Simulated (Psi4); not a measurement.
Single-point calculation of GeH$_{3}$Cl

- system: GeH$_{3}$Cl, SMILES [Cl][GeH3]
- method: TPSSh/def2-TZVP, RKS (Psi4 1.11)

The geometry comes from this level: PBE0-D4/def2-TZVP.

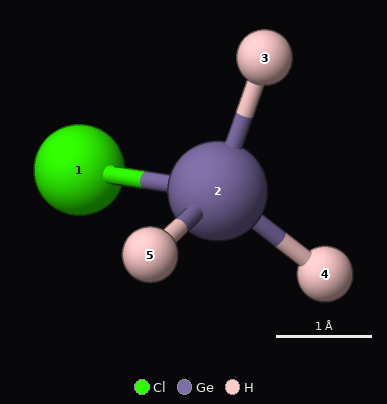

**Figure 1.** The structure as given in the input (ball-and-stick view, seen at a tilt; atoms are numbered from 1 in the order of the input). Sticks mark near contacts. Bond lengths as drawn: Cl–Ge 2.16 Å and Ge–H 1.53 Å.

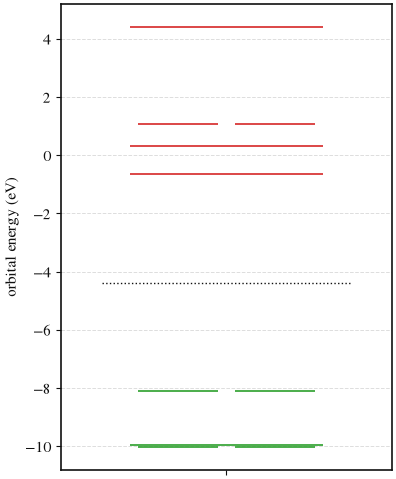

**Figure 2.** Orbital energies near the frontier; the dotted line parts filled from empty levels, and levels within 0.02 eV of each other stand side by side. Highest filled −8.09 eV, lowest empty −0.66 eV, 7.43 eV apart.

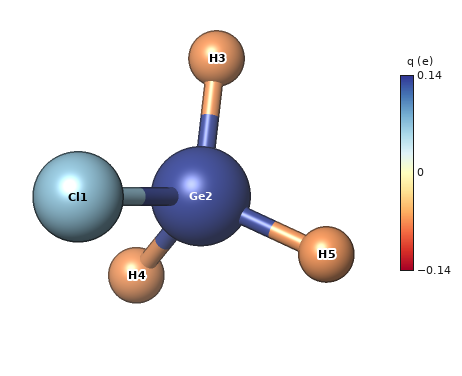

**Figure 3.** Löwdin charges, as the colour of each atom (ball-and-stick view, seen at a tilt; atoms are numbered from 1 in the order of the input). By element: Cl +0.06, Ge +0.13 and H −0.07 e.

The input and output of the run follow.

### Input file (clgeh3.py)
```python
import psi4

psi4.set_memory('1600 MB')
psi4.set_num_threads(1)
psi4.set_output_file('run.log', False)

m = psi4.geometry("""
0 1
Cl
Ge 1 2.155134
H 2 1.531843 1 107.11447
H 2 1.531812 3 111.72742 1 117.00925
H 2 1.53187 4 111.72076 3 -125.98986
symmetry c1
""")

psi4.set_options({
    'basis': 'def2-TZVP',
    'reference': 'rks',
    'puream': True,
    'e_convergence': 1e-09,
    'd_convergence': 1e-08,
    'scf_type': 'pk',
    'dft_radial_points': 99,
    'dft_spherical_points': 590,
})

E, wfn = psi4.energy("tpssh", return_wfn=True)
psi4.oeprop(wfn, "QUADRUPOLE", "MAYER_INDICES", "LOWDIN_CHARGES", title="TPSSH")
print(f'tpssh energy: {E:.10f} Eh')
```

Launched with:
```bash
python clgeh3.py
```

### Output
```
irianni,

    h
    h
    h

    -----------------------------------------------------------------------

    Memory:     1.5 GiB
    Threads:    1
                ecpint, einsums, f̶o̶r̶t̶e̶, gauxc, gcp, g̶d̶m̶a̶, geometric, g̶p̶u̶_̶d̶f̶c̶c̶,
                i̶n̶t̶e̶g̶r̶a̶t̶o̶r̶x̶x̶, i̶p̶i̶, libefp, m̶d̶i̶, m̶p̶2̶d̶, m̶r̶c̶c̶, ooo,
                o̶p̶e̶n̶f̶e̶r̶m̶i̶o̶n̶p̶s̶i̶4̶, pcmsolver, p̶s̶i̶4̶f̶o̶c̶k̶c̶i̶, p̶s̶i̶x̶a̶s̶,
                p̶y̶e̶i̶n̶s̶u̶m̶s̶, r̶e̶s̶p̶, s̶i̶m̶i̶n̶t̶, s̶n̶s̶m̶p̶2̶,
                v̶2̶r̶d̶m̶_̶c̶a̶s̶s̶c̶f̶

   => Loading Basis Set <=

    Name: DEF2-TZVP
    Role: ORBITAL
    Keyword: BASIS

         ---------------------------------------------------------
                                   SCF
                              RKS Reference
                        1 Threads,   1525 MiB Core
         ---------------------------------------------------------

  ==> Geometry <==

    Molecular point group: c1
    Full point group: C1

    Geometry (in Angstrom), charge = 0, multiplicity = 1:

       Center              X                  Y                   Z               Mass
    ------------   -----------------  -----------------  -----------------  -----------------
         CL          -0.000001401406    -0.000001291218    -1.493910828702    34.968852682000
         GE          -0.000001401406    -0.000001291218     0.661223171298    73.921177761000
         H           -0.000001401406    -1.464012329597     1.112016534328     1.007825032230
         H           -1.267786191963     0.732124610033     1.111957453214     1.007825032230
         H            1.267939007682     0.732027228629     1.111874990371     1.007825032230

  Running in c1 symmetry.

  Rotational constants: A =      2.60130  B =      0.14366  C =      0.14366 [cm^-1]
  Rotational constants: A =  77984.93479  B =   4306.94886  C =   4306.93954 [MHz]
  Nuclear repulsion =  176.393821016206658

  Charge       = 0
  Multiplicity = 1
  Electrons    = 52
  Nalpha       = 26
  Nbeta        = 26

  ==> Algorithm <==

  SCF Algorithm Type is PK.
  DIIS enabled.
  MOM disabled.
  Fractional occupation disabled.
  Guess Type is SAD.
  Energy threshold   = 1.00e-09
  Density threshold  = 1.00e-08
  Integral threshold = 1.00e-12

  ==> Primary Basis <==

  Basis Set: DEF2-TZVP
    Blend: DEF2-TZVP
    Number of shells: 41
    Number of basis functions: 103
    Number of Cartesian functions: 115
    Spherical Harmonics?: true
    Max angular momentum: 3

  ==> DFT Potential <==

   => LibXC <=

    Version 7.1.2

   => Composite Functional: TPSSH <=

    TPSSh Hyb-GGA Exchange-Correlation Functional

    Deriv               =              1
    GGA                 =           TRUE
    Meta                =           TRUE

    Exchange Hybrid     =           TRUE
    MP2 Hybrid          =          FALSE

   => Exchange Functionals <=

    0.9000   Tao, Perdew, Staroverov & Scuseria

   => Exact (HF) Exchange <=

    0.1000               HF

   => Correlation Functionals <=

    1.0000   Tao, Perdew, Staroverov & Scuseria

   => LibXC Density Thresholds  <==

    XC_HYB_MGGA_XC_TPSSH:  1.00E-15

   => Molecular Quadrature <=

    Radial Scheme          =       TREUTLER
    Pruning Scheme         =           NONE
    Nuclear Scheme         =       TREUTLER

    Blocking Scheme        =         OCTREE
    BS radius alpha        =              1
    Pruning alpha          =              1
    Radial Points          =             99
    Spherical Points       =            590
    Total Points           =         275838
    Total Blocks           =           2049
    Max Points             =            256
    Max Functions          =            102
    Weights Tolerance      =       1.00E-15

  ==> Integral Setup <==

  Using in-core PK algorithm.
   Calculation information:
      Number of atoms:                   5
      Number of AO shells:              41
      Number of primitives:             83
      Number of atomic orbitals:       115
      Number of basis functions:       103

      Integral cutoff                 1.00e-12
      Number of threads:                 1

  Performing in-core PK
  Using 28692092 doubles for integral storage.
  We computed 337064 shell quartets total.
  Whereas there are 371091 unique shell quartets.

  ==> DiskJK: Disk-Based J/K Matrices <==

    J tasked:                  Yes
    K tasked:                  Yes
    wK tasked:                  No
    Memory [MiB]:              858
    Schwarz Cutoff:          1E-12

  Cached 16.7% of DFT collocation blocks in 0.273 [GiB].

  Minimum eigenvalue in the overlap matrix is 8.8276789665E-03.
  Reciprocal condition number of the overlap matrix is 1.8845372681E-03.
    Using symmetric orthogonalization.

  ==> Pre-Iterations <==

  SCF Guess: Superposition of Atomic Densities via on-the-fly atomic UHF (no occupation information).

   -------------------------
    Irrep   Nso     Nmo
   -------------------------
     A        103     103
   -------------------------
    Total     103     103
   -------------------------

  ==> Iterations <==

                        Total Energy        Delta E     RMS |[F,P]|

   @RKS iter SAD: -2535.91668890792471   -2.53592e+03   0.00000e+00
   @RKS iter   1: -2537.31589316508644   -1.39920e+00   3.08311e-02 ADIIS/DIIS
   @RKS iter   2: -2524.45057769195500    1.28653e+01   9.90149e-02 ADIIS/DIIS
   @RKS iter   3: -2538.31962236214622   -1.38690e+01   2.19291e-02 ADIIS/DIIS
   @RKS iter   4: -2539.03410767697915   -7.14485e-01   7.09266e-04 ADIIS/DIIS
   @RKS iter   5: -2539.03524865215286   -1.14098e-03   4.96199e-04 ADIIS/DIIS
   @RKS iter   6: -2539.03634730489057   -1.09865e-03   1.55149e-04 ADIIS/DIIS
   @RKS iter   7: -2539.03649231335839   -1.45008e-04   1.02618e-05 DIIS
   @RKS iter   8: -2539.03649259113899   -2.77781e-07   2.91003e-06 DIIS
   @RKS iter   9: -2539.03649263284115   -4.17022e-08   4.87510e-07 DIIS
   @RKS iter  10: -2539.03649263430680   -1.46565e-09   7.01819e-08 DIIS
   @RKS iter  11: -2539.03649263434954   -4.27463e-11   5.26553e-09 DIIS
  Energy and wave function converged.

  ==> Post-Iterations <==

   Electrons on quadrature grid:
      Ntotal   =   51.9999998469 ; deviation = -1.531e-07

    Orbital Energies [Eh]
    ---------------------

    Doubly Occupied:

       1A   -398.497086     2A   -101.361474     3A    -49.611073
       4A    -44.103901     5A    -44.102224     6A    -44.102224
       7A     -9.364004     8A     -7.110034     9A     -7.103546
      10A     -7.103546    11A     -6.181308    12A     -4.350429
      13A     -4.345424    14A     -4.345423    15A     -1.185321
      16A     -1.182265    17A     -1.182265    18A     -1.178529
      19A     -1.178528    20A     -0.790385    21A     -0.551474
      22A     -0.368007    23A     -0.367997    24A     -0.365533
      25A     -0.297245    26A     -0.297241

    Virtual:

      27A     -0.024273    28A      0.011487    29A      0.039082
      30A      0.039097    31A      0.161466    32A      0.161470
      33A      0.190923    34A      0.190929    35A      0.191272
      36A      0.209949    37A      0.290527    38A      0.329613
      39A      0.329620    40A      0.372544    41A      0.372553
      42A      0.419256    43A      0.421309    44A      0.421325
      45A      0.461006    46A      0.503747    47A      0.503751
      48A      0.583059    49A      0.583080    50A      0.591167
      51A      0.859240    52A      0.859245    53A      0.873803
      54A      0.956472    55A      0.956479    56A      0.963055
      57A      1.014424    58A      1.014433    59A      1.060773
      60A      1.153054    61A      1.221370    62A      1.221385
      63A      1.263048    64A      1.722696    65A      1.722717
      66A      1.746356    67A      1.808105    68A      1.808131
      69A      1.814624    70A      1.814632    71A      1.929569
      72A      1.929584    73A      1.943479    74A      2.006586
      75A      2.095474    76A      2.109891    77A      2.138579
      78A      2.138597    79A      2.227429    80A      2.243458
      81A      2.243460    82A      2.270427    83A      2.270441
      84A      2.302332    85A      2.390734    86A      2.390748
      87A      2.509859    88A      2.600757    89A      2.600763
      90A      2.653872    91A      2.795147    92A      2.795169
      93A      2.845148    94A      2.947643    95A      2.947654
      96A      4.290940    97A      4.290967    98A      4.618705
      99A      5.558640   100A     10.710879   101A     10.710881
     102A     10.974150   103A     24.876244

    Final Occupation by Irrep:
              A
    DOCC [    26 ]
    NA   [    26 ]
    NB   [    26 ]

  @RKS Final Energy: -2539.03649263434954

   => Energetics <=

    Nuclear Repulsion Energy =            176.3938210162066582
    One-Electron Energy =               -3883.2683521622052467
    Two-Electron Energy =                1265.6494660742639553
    DFT Exchange-Correlation Energy =     -97.8114275626146821
    Empirical Dispersion Energy =           0.0000000000000000
    VV10 Nonlocal Energy =                  0.0000000000000000
    Total Energy =                      -2539.0364926343490879

Computation Completed

Properties will be evaluated at   0.000000,   0.000000,   0.000000 [a0]

Properties computed using the SCF density matrix

 Multipole Moments:

 ------------------------------------------------------------------------------------
     Multipole            Electronic (a.u.)      Nuclear  (a.u.)        Total (a.u.)
 ------------------------------------------------------------------------------------

 L = 1.  Multiply by 2.5417464519 to convert [e a0] to [Debye]
 Dipole X            :         -0.0002187            0.0001564           -0.0000623
 Dipole Y            :         -0.0001938            0.0001441           -0.0000497
 Dipole Z            :          2.4593988           -1.7035761            0.7558228
 Magnitude           :                                                    0.7558228

 ------------------------------------------------------------------------------------

	total time  =         30 seconds =       0.50 minutes

Properties will be evaluated at   0.000000,   0.000000,   0.000000 [a0]

Properties computed using the TPSSH density matrix

 Multipole Moments:

 ------------------------------------------------------------------------------------
     Multipole            Electronic (a.u.)      Nuclear  (a.u.)        Total (a.u.)
 ------------------------------------------------------------------------------------

 L = 1.  Multiply by 2.5417464519 to convert [e a0] to [Debye]
 Dipole X            :         -0.0002187            0.0001564           -0.0000623
 Dipole Y            :         -0.0001938            0.0001441           -0.0000497
 Dipole Z            :          2.4593988           -1.7035761            0.7558228
 Magnitude           :                                                    0.7558228

 L = 2.  Multiply by 1.3450342976 to convert [e a0^2] to [Debye ang]
 Quadrupole XX       :        -35.2127529           11.4807990          -23.7319539
 Quadrupole XY       :         -0.0000240           -0.0000341           -0.0000580
 Quadrupole XZ       :         -0.0003863            0.0002491           -0.0001372
 Quadrupole YY       :        -35.2135429           11.4816962          -23.7318467
 Quadrupole YZ       :         -0.0001589            0.0000491           -0.0001099
 Quadrupole ZZ       :       -222.8121289          198.6950947          -24.1170342
 Traceless XX        :         62.5333887          -62.4050643            0.1283244
 Traceless YY        :         62.5325986          -62.4041671            0.1284316
 Traceless ZZ        :       -125.0659873          124.8092314           -0.2567559

 ------------------------------------------------------------------------------------
  Lowdin Charges: (a.u.)
   Center  Symbol    Alpha    Beta     Spin     Total
       1    CL     8.46791  8.46791  0.00000  0.06419
       2    GE    15.93345 15.93345  0.00000  0.13310
       3     H     0.53288  0.53288  0.00000 -0.06576
       4     H     0.53288  0.53288  0.00000 -0.06577
       5     H     0.53288  0.53288  0.00000 -0.06576

  Total alpha = 26.00000, Total beta = 26.00000, Total charge = -0.00000

  Mayer Bond Indices:

  Irrep: 1 Size: 5 x 5

                 1                   2                   3                   4                   5

    1     0.00000000000000     1.00282716213692     0.01417828355443     0.01417550888287     0.01417461010387
    2     1.00282716213692     0.00000000000000     0.92367519461698     0.92367821533409     0.92368299639039
    3     0.01417828355443     0.92367519461698     0.00000000000000     0.01517868911126     0.01517645473069
    4     0.01417550888287     0.92367821533409     0.01517868911126     0.00000000000000     0.01517414068933
    5     0.01417461010387     0.92368299639039     0.01517645473069     0.01517414068933     0.00000000000000

  Atomic Valences:

 #  #
 Irrep: 1
      1:    1.045355564678096
      2:    3.773863568478377
      3:    0.968208622013359
      4:    0.968206554017544
      5:    0.968208201914277
```

### Standard output
```
tpssh energy: -2539.0364926343 Eh
```

### Summary

```json
{"quantity": "outcome", "value": "converged"}
{"quantity": "total energy", "value": "−2539.036493 hartree"}
{"quantity": "basis functions", "value": "103"}
{"quantity": "HOMO", "value": "−8.09 eV"}
{"quantity": "LUMO", "value": "−0.66 eV"}
{"quantity": "dipole moment", "value": "1.92 D"}
{"quantity": "hardware", "value": "1 thread of AMD EPYC (Zen 3), 32 GiB of memory available, shared host"}
{"quantity": "wall time", "value": "31 s"}
{"quantity": "peak memory", "value": "0.74 GiB"}
```
